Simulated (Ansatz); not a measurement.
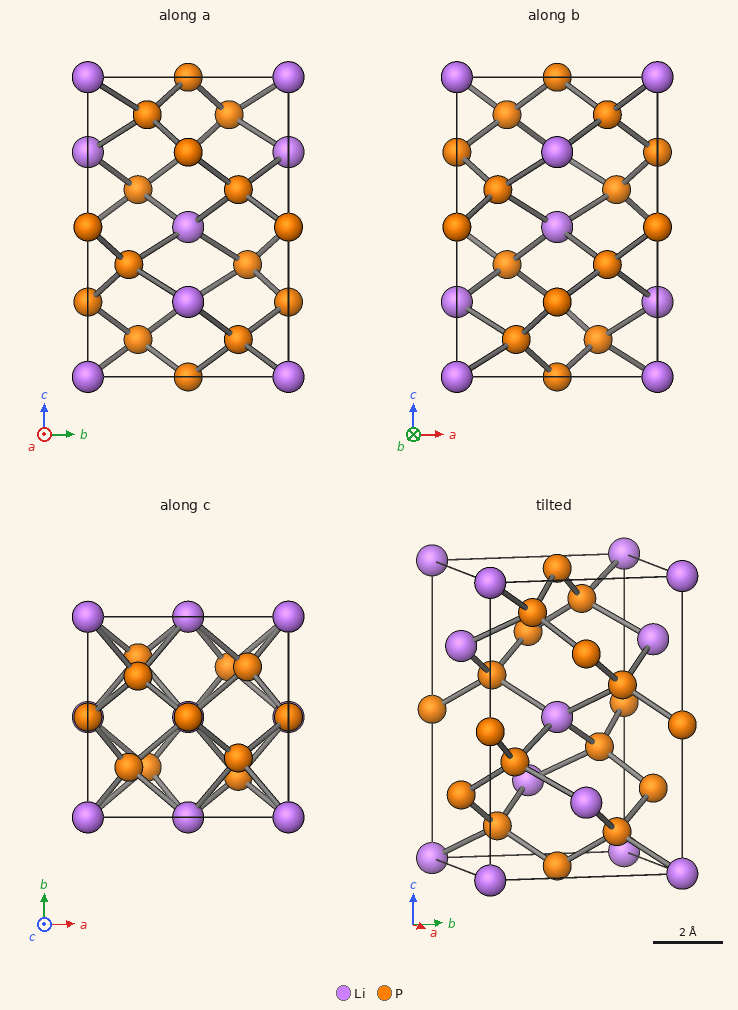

Crystal structure, ball-and-stick style, seen along the a axis, along the b axis, along the c axis and slightly off an axis. The lines enclose the drawn cell (a repeat of the simulation cell); boundary atoms appear with their images.

Lattice parameters: a = 5.8792 Å, b = 5.8792 Å, c = 8.7825 Å, α = 90.000°, β = 90.000°, γ = 89.978°.

> Record the structure as a CIF in P1 with every atom of the cell, with free fractional coordinates to two decimals.

```cif
data_structure
_symmetry_space_group_name_H-M 'P 1'
_symmetry_Int_Tables_number 1
_cell_length_a 5.8792
_cell_length_b 5.8792
_cell_length_c 8.7825
_cell_angle_alpha 90.000
_cell_angle_beta 90.000
_cell_angle_gamma 89.978
_cell_volume 303.57
loop_
_atom_site_label
_atom_site_type_symbol
_atom_site_fract_x
_atom_site_fract_y
_atom_site_fract_z
_atom_site_occupancy
Li1 Li 0.00 0.50 0.25 1
P1 P 0.00 0.00 0.50 1
Li2 Li 0.00 0.00 0.00 1
Li3 Li 0.50 0.00 0.75 1
P2 P 0.75 0.20 0.37 1
P3 P 0.30 0.25 0.12 1
P4 P 0.50 0.00 0.25 1
P5 P 0.25 0.80 0.37 1
P6 P 0.70 0.75 0.12 1
P7 P 0.25 0.70 0.87 1
P8 P 0.20 0.25 0.62 1
P9 P 0.50 0.50 0.00 1
P10 P 0.00 0.50 0.75 1
Li4 Li 0.50 0.50 0.50 1
P11 P 0.75 0.30 0.87 1
P12 P 0.80 0.75 0.62 1
```

The initial geometry was a random cell made by a generator, so it need not be a real form of the compound. A relaxation with Ansatz 0.2.0, DFT PBE, scalar-relativistic, plane waves, PAW gave the geometry drawn.
